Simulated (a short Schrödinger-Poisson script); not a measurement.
Structure: symmetric double-gate stack, SiO2 on p-type Si(111), at 400 K.

```
layer  material  thickness (nm)  Na (cm⁻³)
-----  --------  --------------  ---------
1          SiO2             2.7          -
2            Si               2       2e15
3          SiO2             2.7          -
```

Constants are typed, rounded textbook-type inputs, not results; the design itself was drawn at random and stands for no fabricated device. SiO2: permittivity 3.9, conduction-band edge (eV) 3.15, gap (eV) 9, electron mass (mₑ) 0.5. Si: permittivity 11.7, conduction-band edge (eV) 0, gap (eV) 1.124, Nv at 300 K (cm⁻³) 3.1e19.

Channel valleys (confinement mass, in-plane density-of-states mass, number): Δ6 0.258, 0.358, 6. At the gates, both at one voltage, the conduction-band edge of layer 1 lies 3.52 eV − eVg above the Fermi level of the channel. Gaps are held at their typed values at every temperature. Mesh 0.03 nm at interfaces.

From a short Schrödinger-Poisson script (our own, NumPy): 1D Poisson equation in equilibrium, electrons quantum, Hartree (BenDaniel-Duke, 12 states a valley, the channel's in-plane mass for all, wave functions free to enter the dielectric), parabolic valleys, classical holes, full ionisation, no traps, pinning or gate leakage.

Only gate voltages with over 1e8 electrons/cm² are shown.

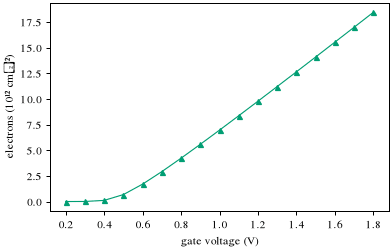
Fig. 1. Sheet density against gate voltage

| Vg (V) | electrons (cm⁻²) | C (μF/cm²) | Δ6 E0 (meV) | Δ6 E1 (meV) |
|---|---|---|---|---|
| 0.2 | 4.17e8 | < 0.003 | 386.5 | 1043.1 |
| 0.3 | 7.49e9 | 0.0348 | 287.0 | 943.6 |
| 0.4 | 1.11e11 | 0.430 | 193.9 | 850.3 |
| 0.5 | 6.77e11 | 1.37 | 131.3 | 787.1 |
| 0.6 | 1.70e12 | 1.84 | 99.0 | 753.4 |
| 0.7 | 2.92e12 | 2.04 | 79.7 | 732.5 |
| 0.8 | 4.23e12 | 2.14 | 66.2 | 717.3 |
| 0.9 | 5.58e12 | 2.20 | 55.9 | 705.1 |
| 1 | 6.96e12 | 2.23 | 47.4 | 694.9 |
| 1.1 | 8.37e12 | 2.26 | 40.3 | 685.9 |
| 1.2 | 9.78e12 | 2.28 | 34.1 | 677.8 |
| 1.3 | 1.12e13 | 2.30 | 28.5 | 670.4 |
| 1.4 | 1.26e13 | 2.31 | 23.5 | 663.6 |
| 1.5 | 1.41e13 | 2.32 | 18.9 | 657.1 |
| 1.6 | 1.55e13 | 2.32 | 14.7 | 651.0 |
| 1.7 | 1.70e13 | 2.33 | 10.7 | 645.1 |
| 1.8 | 1.84e13 | 2.34 | 7.0 | 639.5 |

Subbands count from the Fermi level. The capacitance is that of both gates.
